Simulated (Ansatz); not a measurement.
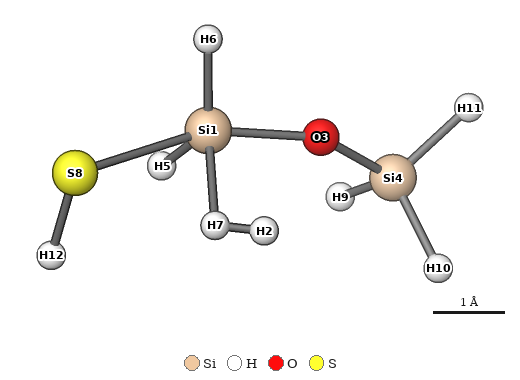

Figure 1. The input geometry (ball-and-stick view, seen at a tilt; atoms are numbered from 1 in the order of the input). Bond lengths as drawn: H–H 0.70 Å, H–S 1.39 Å, H–Si 1.43 to 1.72 Å, O–Si 1.64 to 1.71 Å and S–Si 2.32 Å.

## Si2H8SO: geometry relaxation (part 1 of 5)

- system: Si2H8SO
- method: RKS PBE0-D4/def2-TZVP (Ansatz 0.2.0)

The geometry is a transition state displaced along its imaginary mode. The reaction was set up to form Si1–S8 and H2–H7 and to break Si1–H2 and H7–S8 (atoms counted from 1 in the order of the input); sticks are drawn by distance alone. Figures and captions count atoms from 1; the log counts them from 0 in places.

Output
```
Functional definition: PBE0
  name "PBE0"
  cite "Adamo & Barone, J. Chem. Phys. 110, 6158 (1999) doi:10.1063/1.478522"
  cite "Perdew, Burke & Ernzerhof, Phys. Rev. Lett. 77, 3865 (1996) doi:10.1103/PhysRevLett.77.3865"
  parent pbe
  parameter a = 0.25
  parameter kappa = 0.804
  parameter beta = 0.06672455060314922
  exchange = (1 - a)*pbe_x(kappa = kappa, mu = beta*pi^2/3) + a*exact_x
  correlation = pbe_c(beta = beta)
1310 factors; their error is unknown
mean field evaluation 1: about -28752.1486 eV, gradient 5.4e1 eV
mean field evaluation 2: about -28740.2913 eV, gradient 9.5e1 eV
mean field evaluation 4: about -28756.8214 eV, gradient 3.8e0 eV
mean field evaluation 8: about -28756.8547 eV, gradient 2.9e-2 eV
mean field evaluation 16: about -28756.9470 eV, gradient 3.6e-5 eV
mean field -28756.94696534 eV, -1056.7983088177 hartree, gradient 3.6e-5 eV, S^2 0.000000; 0 other end points of the search recorded, 0 dependent functions left out
the calculation of the forces begins
reference -28756.94700160 eV, -1056.7983101501 hartree; 30, 30 occupied and 160, 160 virtual orbitals, 1310 factors
relax step   1: F+E_penalty+E_count = -28757.17603568 eV  Δ(F+E_penalty+E_count) = +0.000e0 eV  max|allowed force component| = 2.915e0 eV/Å  Δτ_max = 0.0000 Å  (27 SCF iters, accepted)
these checks for a lower state are left out or cut short: starts, cluster_reference, orbital_swaps, neighbouring_geometries, increment
1310 factors; their error is unknown
mean field -28757.45709115 eV, -1056.8170555954 hartree, gradient 1.1e-5 eV, S^2 0.000000; 0 other end points of the search recorded, 0 dependent functions left out
the calculation of the forces begins
reference -28757.45712733 eV, -1056.8170569248 hartree; 30, 30 occupied and 160, 160 virtual orbitals, 1310 factors
relax step   2: F+E_penalty+E_count = -28757.68826616 eV  Δ(F+E_penalty+E_count) = -5.122e-1 eV  max|allowed force component| = 9.001e-1 eV/Å  Δτ_max = 0.1946 Å  (30 SCF iters, accepted)
[... from here on the SCF iterations and repeated set-up lines of each step are left out, up to the last step ...]
relax step   3: F+E_penalty+E_count = -28758.01925952 eV  Δ(F+E_penalty+E_count) = -3.310e-1 eV  max|allowed force component| = 1.354e0 eV/Å  Δτ_max = 0.1957 Å  (30 SCF iters, accepted)
relax step   4: F+E_penalty+E_count = -28758.44065962 eV  Δ(F+E_penalty+E_count) = -4.214e-1 eV  max|allowed force component| = 1.139e0 eV/Å  Δτ_max = 0.1971 Å  (30 SCF iters, accepted)
relax step   5: F+E_penalty+E_count = -28758.85597825 eV  Δ(F+E_penalty+E_count) = -4.153e-1 eV  max|allowed force component| = 8.129e-1 eV/Å  Δτ_max = 0.1950 Å  (29 SCF iters, accepted)
relax step   6: F+E_penalty+E_count = -28759.14466791 eV  Δ(F+E_penalty+E_count) = -2.887e-1 eV  max|allowed force component| = 6.401e-1 eV/Å  Δτ_max = 0.1943 Å  (30 SCF iters, accepted)
relax step   7: F+E_penalty+E_count = -28759.30895323 eV  Δ(F+E_penalty+E_count) = -1.643e-1 eV  max|allowed force component| = 6.335e-1 eV/Å  Δτ_max = 0.1949 Å  (29 SCF iters, accepted)
relax step   8: F+E_penalty+E_count = -28759.38621385 eV  Δ(F+E_penalty+E_count) = -7.726e-2 eV  max|allowed force component| = 1.870e-1 eV/Å  Δτ_max = 0.2000 Å  (29 SCF iters, accepted)
relax step   9: F+E_penalty+E_count = -28759.40790240 eV  Δ(F+E_penalty+E_count) = -2.169e-2 eV  max|allowed force component| = 3.014e-1 eV/Å  Δτ_max = 0.1640 Å  (30 SCF iters, accepted)
relax step  10: F+E_penalty+E_count = -28759.43219163 eV  Δ(F+E_penalty+E_count) = -2.429e-2 eV  max|allowed force component| = 2.241e-1 eV/Å  Δτ_max = 0.1948 Å  (29 SCF iters, accepted)
relax step  11: F+E_penalty+E_count = -28759.43654800 eV  Δ(F+E_penalty+E_count) = -4.356e-3 eV  max|allowed force component| = 1.557e-1 eV/Å  Δτ_max = 0.0633 Å  (30 SCF iters, accepted)
relax step  12: F+E_penalty+E_count = -28759.45141032 eV  Δ(F+E_penalty+E_count) = -1.486e-2 eV  max|allowed force component| = 1.742e-1 eV/Å  Δτ_max = 0.1703 Å  (29 SCF iters, accepted)
relax step  13: F+E_penalty+E_count = -28759.45346650 eV  Δ(F+E_penalty+E_count) = -2.056e-3 eV  max|allowed force component| = 1.410e-1 eV/Å  Δτ_max = 0.0581 Å  (29 SCF iters, accepted)
relax step  14: F+E_penalty+E_count = -28759.44412523 eV  Δ(F+E_penalty+E_count) = +9.341e-3 eV  max|allowed force component| = 6.069e-1 eV/Å  Δτ_max = 0.1953 Å  (29 SCF iters, rejected (line search))
relax step  15: F+E_penalty+E_count = -28759.45595851 eV  Δ(F+E_penalty+E_count) = -2.492e-3 eV  max|allowed force component| = 6.394e-2 eV/Å  Δτ_max = 0.0970 Å  (29 SCF iters, accepted)
relax step  16: F+E_penalty+E_count = -28759.45706518 eV  Δ(F+E_penalty+E_count) = -1.107e-3 eV  max|allowed force component| = 8.315e-2 eV/Å  Δτ_max = 0.0972 Å  (30 SCF iters, accepted)
relax step  17: F+E_penalty+E_count = -28759.45033975 eV  Δ(F+E_penalty+E_count) = +6.725e-3 eV  max|allowed force component| = 3.632e-1 eV/Å  Δτ_max = 0.1402 Å  (29 SCF iters, rejected (line search))
relax step  18: F+E_penalty+E_count = -28759.45649117 eV  Δ(F+E_penalty+E_count) = +5.740e-4 eV  max|allowed force component| = 2.611e-1 eV/Å  Δτ_max = 0.0588 Å  (29 SCF iters, rejected (line search))
relax step  19: F+E_penalty+E_count = -28759.45847606 eV  Δ(F+E_penalty+E_count) = -1.411e-3 eV  max|allowed force component| = 4.115e-2 eV/Å  Δτ_max = 0.0294 Å  (30 SCF iters, accepted)
relax step  20: F+E_penalty+E_count = -28759.45767285 eV  Δ(F+E_penalty+E_count) = +8.032e-4 eV  max|allowed force component| = 2.622e-1 eV/Å  Δτ_max = 0.0725 Å  (29 SCF iters, rejected (line search))
relax step  21: F+E_penalty+E_count = -28759.45892940 eV  Δ(F+E_penalty+E_count) = -4.533e-4 eV  max|allowed force component| = 7.165e-2 eV/Å  Δτ_max = 0.0363 Å  (30 SCF iters, accepted)
relax step  22: F+E_penalty+E_count = -28759.45968380 eV  Δ(F+E_penalty+E_count) = -7.544e-4 eV  max|allowed force component| = 7.375e-2 eV/Å  Δτ_max = 0.0357 Å  (30 SCF iters, accepted)
relax step  23: F+E_penalty+E_count = -28759.46078730 eV  Δ(F+E_penalty+E_count) = -1.104e-3 eV  max|allowed force component| = 2.209e-2 eV/Å  Δτ_max = 0.0563 Å  (29 SCF iters, accepted)
relax step  24: F+E_penalty+E_count = -28759.46142591 eV  Δ(F+E_penalty+E_count) = -6.386e-4 eV  max|allowed force component| = 3.317e-2 eV/Å  Δτ_max = 0.0438 Å  (29 SCF iters, accepted)
relax step  25: F+E_penalty+E_count = -28759.46218655 eV  Δ(F+E_penalty+E_count) = -7.606e-4 eV  max|allowed force component| = 5.287e-2 eV/Å  Δτ_max = 0.0617 Å  (29 SCF iters, accepted)
relax step  26: F+E_penalty+E_count = -28759.46279519 eV  Δ(F+E_penalty+E_count) = -6.086e-4 eV  max|allowed force component| = 5.785e-2 eV/Å  Δτ_max = 0.0314 Å  (30 SCF iters, accepted)
relax step  27: F+E_penalty+E_count = -28759.46381546 eV  Δ(F+E_penalty+E_count) = -1.020e-3 eV  max|allowed force component| = 6.064e-2 eV/Å  Δτ_max = 0.0763 Å  (29 SCF iters, accepted)
relax step  28: F+E_penalty+E_count = -28759.46403373 eV  Δ(F+E_penalty+E_count) = -2.183e-4 eV  max|allowed force component| = 5.709e-2 eV/Å  Δτ_max = 0.0668 Å  (29 SCF iters, accepted)
relax step  29: F+E_penalty+E_count = -28759.46440884 eV  Δ(F+E_penalty+E_count) = -3.751e-4 eV  max|allowed force component| = 9.352e-2 eV/Å  Δτ_max = 0.0510 Å  (29 SCF iters, accepted)
relax step  30: F+E_penalty+E_count = -28759.46447075 eV  Δ(F+E_penalty+E_count) = -6.191e-5 eV  max|allowed force component| = 6.380e-2 eV/Å  Δτ_max = 0.0299 Å  (30 SCF iters, accepted)
relax step  31: F+E_penalty+E_count = -28759.46478891 eV  Δ(F+E_penalty+E_count) = -3.182e-4 eV  max|allowed force component| = 1.686e-1 eV/Å  Δτ_max = 0.1331 Å  (29 SCF iters, accepted)
relax step  32: F+E_penalty+E_count = -28759.46586250 eV  Δ(F+E_penalty+E_count) = -1.074e-3 eV  max|allowed force component| = 2.082e-1 eV/Å  Δτ_max = 0.0642 Å  (29 SCF iters, accepted)
relax step  33: F+E_penalty+E_count = -28759.46743171 eV  Δ(F+E_penalty+E_count) = -1.569e-3 eV  max|allowed force component| = 2.096e-2 eV/Å  Δτ_max = 0.0377 Å  (30 SCF iters, accepted)
relax step  34: F+E_penalty+E_count = -28759.46003266 eV  Δ(F+E_penalty+E_count) = +7.399e-3 eV  max|allowed force component| = 2.774e-1 eV/Å  Δτ_max = 0.0260 Å  (30 SCF iters, rejected (line search))
relax step  35: F+E_penalty+E_count = -28759.46775040 eV  Δ(F+E_penalty+E_count) = -3.187e-4 eV  max|allowed force component| = 1.383e-2 eV/Å  Δτ_max = 0.0130 Å  (30 SCF iters, accepted)
relax step  36: F+E_penalty+E_count = -28759.46845605 eV  Δ(F+E_penalty+E_count) = -7.057e-4 eV  max|allowed force component| = 7.675e-2 eV/Å  Δτ_max = 0.0983 Å  (29 SCF iters, accepted)
relax step  37: F+E_penalty+E_count = -28759.46882260 eV  Δ(F+E_penalty+E_count) = -3.665e-4 eV  max|allowed force component| = 2.986e-2 eV/Å  Δτ_max = 0.0277 Å  (29 SCF iters, accepted)
relax step  38: F+E_penalty+E_count = -28759.46905246 eV  Δ(F+E_penalty+E_count) = -2.299e-4 eV  max|allowed force component| = 7.489e-2 eV/Å  Δτ_max = 0.0543 Å  (29 SCF iters, accepted)
relax step  39: F+E_penalty+E_count = -28759.46926090 eV  Δ(F+E_penalty+E_count) = -2.084e-4 eV  max|allowed force component| = 7.145e-2 eV/Å  Δτ_max = 0.0132 Å  (31 SCF iters, accepted)
relax step  40: F+E_penalty+E_count = -28759.46956622 eV  Δ(F+E_penalty+E_count) = -3.053e-4 eV  max|allowed force component| = 2.708e-2 eV/Å  Δτ_max = 0.0276 Å  (30 SCF iters, accepted)
relax step  41: F+E_penalty+E_count = -28759.46971035 eV  Δ(F+E_penalty+E_count) = -1.441e-4 eV  max|allowed force component| = 1.103e-1 eV/Å  Δτ_max = 0.0679 Å  (29 SCF iters, accepted)
relax step  42: F+E_penalty+E_count = -28759.47010615 eV  Δ(F+E_penalty+E_count) = -3.958e-4 eV  max|allowed force component| = 5.744e-2 eV/Å  Δτ_max = 0.0104 Å  (31 SCF iters, accepted)
relax step  43: F+E_penalty+E_count = -28759.47061585 eV  Δ(F+E_penalty+E_count) = -5.097e-4 eV  max|allowed force component| = 1.074e-2 eV/Å  Δτ_max = 0.0322 Å  (29 SCF iters, accepted)
relax step  44: F+E_penalty+E_count = -28759.47142036 eV  Δ(F+E_penalty+E_count) = -8.045e-4 eV  max|allowed force component| = 5.688e-2 eV/Å  Δτ_max = 0.0883 Å  (29 SCF iters, accepted)
relax step  45: F+E_penalty+E_count = -28759.46964814 eV  Δ(F+E_penalty+E_count) = +1.772e-3 eV  max|allowed force component| = 1.785e-1 eV/Å  Δτ_max = 0.1605 Å  (29 SCF iters, rejected (line search))
relax step  46: F+E_penalty+E_count = -28759.44222700 eV  Δ(F+E_penalty+E_count) = +2.919e-2 eV  max|allowed force component| = 5.016e-1 eV/Å  Δτ_max = 0.0803 Å  (30 SCF iters, rejected (line search))
relax step  47: F+E_penalty+E_count = -28759.47214728 eV  Δ(F+E_penalty+E_count) = -7.269e-4 eV  max|allowed force component| = 9.222e-3 eV/Å  Δτ_max = 0.0283 Å  (30 SCF iters, accepted)
relax step  48: F+E_penalty+E_count = -28759.47337930 eV  Δ(F+E_penalty+E_count) = -1.232e-3 eV  max|allowed force component| = 9.815e-2 eV/Å  Δτ_max = 0.0981 Å  (28 SCF iters, accepted)
relax step  49: F+E_penalty+E_count = -28759.47412628 eV  Δ(F+E_penalty+E_count) = -7.470e-4 eV  max|allowed force component| = 9.012e-2 eV/Å  Δτ_max = 0.0320 Å  (30 SCF iters, accepted)
relax step  50: F+E_penalty+E_count = -28759.47545693 eV  Δ(F+E_penalty+E_count) = -1.331e-3 eV  max|allowed force component| = 1.169e-1 eV/Å  Δτ_max = 0.1455 Å  (29 SCF iters, accepted)
relax step  51: F+E_penalty+E_count = -28759.47729183 eV  Δ(F+E_penalty+E_count) = -1.835e-3 eV  max|allowed force component| = 9.040e-2 eV/Å  Δτ_max = 0.0160 Å  (30 SCF iters, accepted)
relax step  52: F+E_penalty+E_count = -28759.47747583 eV  Δ(F+E_penalty+E_count) = -1.840e-4 eV  max|allowed force component| = 3.713e-2 eV/Å  Δτ_max = 0.0911 Å  (29 SCF iters, accepted)
relax step  53: F+E_penalty+E_count = -28759.47938829 eV  Δ(F+E_penalty+E_count) = -1.912e-3 eV  max|allowed force component| = 1.215e-1 eV/Å  Δτ_max = 0.0520 Å  (29 SCF iters, accepted)
relax step  54: F+E_penalty+E_count = -28759.48029654 eV  Δ(F+E_penalty+E_count) = -9.082e-4 eV  max|allowed force component| = 1.317e-1 eV/Å  Δτ_max = 0.0673 Å  (29 SCF iters, accepted)
relax step  55: F+E_penalty+E_count = -28759.48147648 eV  Δ(F+E_penalty+E_count) = -1.180e-3 eV  max|allowed force component| = 8.717e-2 eV/Å  Δτ_max = 0.0716 Å  (29 SCF iters, accepted)
relax step  56: F+E_penalty+E_count = -28759.48245200 eV  Δ(F+E_penalty+E_count) = -9.755e-4 eV  max|allowed force component| = 5.368e-2 eV/Å  Δτ_max = 0.0355 Å  (30 SCF iters, accepted)
relax step  57: F+E_penalty+E_count = -28759.48344608 eV  Δ(F+E_penalty+E_count) = -9.941e-4 eV  max|allowed force component| = 3.110e-2 eV/Å  Δτ_max = 0.0605 Å  (29 SCF iters, accepted)
relax step  58: F+E_penalty+E_count = -28759.48403669 eV  Δ(F+E_penalty+E_count) = -5.906e-4 eV  max|allowed force component| = 4.638e-2 eV/Å  Δτ_max = 0.0855 Å  (29 SCF iters, accepted)
relax step  59: F+E_penalty+E_count = -28759.48427978 eV  Δ(F+E_penalty+E_count) = -2.431e-4 eV  max|allowed force component| = 4.609e-2 eV/Å  Δτ_max = 0.0265 Å  (30 SCF iters, accepted)
relax step  60: F+E_penalty+E_count = -28759.48456173 eV  Δ(F+E_penalty+E_count) = -2.819e-4 eV  max|allowed force component| = 3.183e-2 eV/Å  Δτ_max = 0.0207 Å  (30 SCF iters, accepted)
relax step  61: F+E_penalty+E_count = -28759.48490202 eV  Δ(F+E_penalty+E_count) = -3.403e-4 eV  max|allowed force component| = 7.638e-2 eV/Å  Δτ_max = 0.0569 Å  (29 SCF iters, accepted)
relax step  62: F+E_penalty+E_count = -28759.48514744 eV  Δ(F+E_penalty+E_count) = -2.454e-4 eV  max|allowed force component| = 5.598e-2 eV/Å  Δτ_max = 0.0187 Å  (30 SCF iters, accepted)
relax step  63: F+E_penalty+E_count = -28759.48539085 eV  Δ(F+E_penalty+E_count) = -2.434e-4 eV  max|allowed force component| = 3.902e-2 eV/Å  Δτ_max = 0.0406 Å  (30 SCF iters, accepted)
relax step  64: F+E_penalty+E_count = -28759.48556638 eV  Δ(F+E_penalty+E_count) = -1.755e-4 eV  max|allowed force component| = 5.949e-2 eV/Å  Δτ_max = 0.0583 Å  (30 SCF iters, accepted)
relax step  65: F+E_penalty+E_count = -28759.48568215 eV  Δ(F+E_penalty+E_count) = -1.158e-4 eV  max|allowed force component| = 5.759e-2 eV/Å  Δτ_max = 0.0211 Å  (31 SCF iters, accepted)
relax step  66: F+E_penalty+E_count = -28759.48589955 eV  Δ(F+E_penalty+E_count) = -2.174e-4 eV  max|allowed force component| = 6.920e-2 eV/Å  Δτ_max = 0.0541 Å  (30 SCF iters, accepted)
relax step  67: F+E_penalty+E_count = -28759.48593000 eV  Δ(F+E_penalty+E_count) = -3.045e-5 eV  max|allowed force component| = 1.231e-1 eV/Å  Δτ_max = 0.0557 Å  (30 SCF iters, accepted)
relax step  68: F+E_penalty+E_count = -28759.48612897 eV  Δ(F+E_penalty+E_count) = -1.990e-4 eV  max|allowed force component| = 6.864e-2 eV/Å  Δτ_max = 0.0088 Å  (24 SCF iters, accepted)
relax step  69: F+E_penalty+E_count = -28759.48625599 eV  Δ(F+E_penalty+E_count) = -1.270e-4 eV  max|allowed force component| = 5.321e-2 eV/Å  Δτ_max = 0.0235 Å  (29 SCF iters, accepted)
relax step  70: F+E_penalty+E_count = -28759.47705325 eV  Δ(F+E_penalty+E_count) = +9.203e-3 eV  max|allowed force component| = 5.049e-1 eV/Å  Δτ_max = 0.0208 Å  (30 SCF iters, rejected (line search))
relax step  71: F+E_penalty+E_count = -28759.48639081 eV  Δ(F+E_penalty+E_count) = -1.348e-4 eV  max|allowed force component| = 1.680e-2 eV/Å  Δτ_max = 0.0104 Å  (23 SCF iters, accepted)
relax step  72: F+E_penalty+E_count = -28759.48657976 eV  Δ(F+E_penalty+E_count) = -1.890e-4 eV  max|allowed force component| = 2.776e-2 eV/Å  Δτ_max = 0.0587 Å  (30 SCF iters, accepted)
relax step  73: F+E_penalty+E_count = -28759.48666685 eV  Δ(F+E_penalty+E_count) = -8.708e-5 eV  max|allowed force component| = 1.843e-2 eV/Å  Δτ_max = 0.0675 Å  (30 SCF iters, accepted)
relax step  74: F+E_penalty+E_count = -28759.48671953 eV  Δ(F+E_penalty+E_count) = -5.269e-5 eV  max|allowed force component| = 1.508e-2 eV/Å  Δτ_max = 0.0204 Å  (31 SCF iters, accepted)
relax step  75: F+E_penalty+E_count = -28759.48677369 eV  Δ(F+E_penalty+E_count) = -5.415e-5 eV  max|allowed force component| = 8.033e-3 eV/Å  Δτ_max = 0.0186 Å  (24 SCF iters, accepted)
relax step  76: F+E_penalty+E_count = -28759.48681036 eV  Δ(F+E_penalty+E_count) = -3.668e-5 eV  max|allowed force component| = 6.359e-3 eV/Å  Δτ_max = 0.0122 Å  (31 SCF iters, accepted)
relax step  77: F+E_penalty+E_count = -28759.48687602 eV  Δ(F+E_penalty+E_count) = -6.566e-5 eV  max|allowed force component| = 9.156e-3 eV/Å  Δτ_max = 0.0364 Å  (30 SCF iters, accepted)
relax step  78: F+E_penalty+E_count = -28759.48688534 eV  Δ(F+E_penalty+E_count) = -9.322e-6 eV  max|allowed force component| = 5.472e-2 eV/Å  Δτ_max = 0.0522 Å  (29 SCF iters, accepted)
relax step  79: F+E_penalty+E_count = -28759.48695024 eV  Δ(F+E_penalty+E_count) = -6.489e-5 eV  max|allowed force component| = 2.185e-2 eV/Å  Δτ_max = 0.0152 Å  (30 SCF iters, accepted)
relax step  80: F+E_penalty+E_count = -28759.48701790 eV  Δ(F+E_penalty+E_count) = -6.766e-5 eV  max|allowed force component| = 6.704e-3 eV/Å  Δτ_max = 0.0113 Å  (23 SCF iters, accepted)
relax step  81: F+E_penalty+E_count = -28759.48721140 eV  Δ(F+E_penalty+E_count) = -1.935e-4 eV  max|allowed force component| = 2.270e-2 eV/Å  Δτ_max = 0.0667 Å  (29 SCF iters, accepted)
relax step  82: F+E_penalty+E_count = -28759.48676830 eV  Δ(F+E_penalty+E_count) = +4.431e-4 eV  max|allowed force component| = 9.931e-2 eV/Å  Δτ_max = 0.1284 Å  (29 SCF iters, rejected (line search))
relax step  83: F+E_penalty+E_count = -28759.48748711 eV  Δ(F+E_penalty+E_count) = -2.757e-4 eV  max|allowed force component| = 3.178e-2 eV/Å  Δτ_max = 0.0636 Å  (29 SCF iters, accepted)
relax step  84: F+E_penalty+E_count = -28759.48758039 eV  Δ(F+E_penalty+E_count) = -9.328e-5 eV  max|allowed force component| = 6.467e-2 eV/Å  Δτ_max = 0.0789 Å  (29 SCF iters, accepted)
relax step  85: F+E_penalty+E_count = -28759.48784150 eV  Δ(F+E_penalty+E_count) = -2.611e-4 eV  max|allowed force component| = 4.334e-2 eV/Å  Δτ_max = 0.0108 Å  (23 SCF iters, accepted)
relax step  86: F+E_penalty+E_count = -28759.48789800 eV  Δ(F+E_penalty+E_count) = -5.650e-5 eV  max|allowed force component| = 3.594e-2 eV/Å  Δτ_max = 0.0167 Å  (30 SCF iters, accepted)
```
